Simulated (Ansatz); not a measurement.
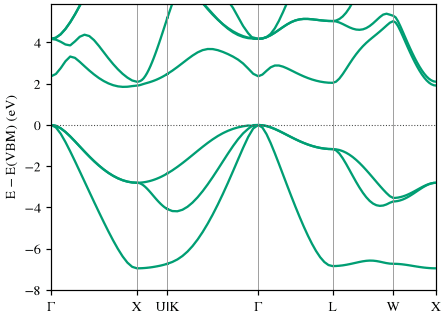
Band structure from r²SCAN (plane waves, PAW; program Ansatz)

Q: Read off the gap and where the band edges lie.

A: About 1.8 eV (1.85 eV by a search for the band edges); maximum at Γ, minimum on the Γ–X line, 85 % of the way from Γ.

The material is GaP (zinc blende, F-43m).

The r²SCAN relaxation kept the symmetry of its start. Scalar-relativistic: spin–orbit coupling is off unless named, which matters more the heavier the elements.

Potentials: the earlier of the program's two PAW sets.
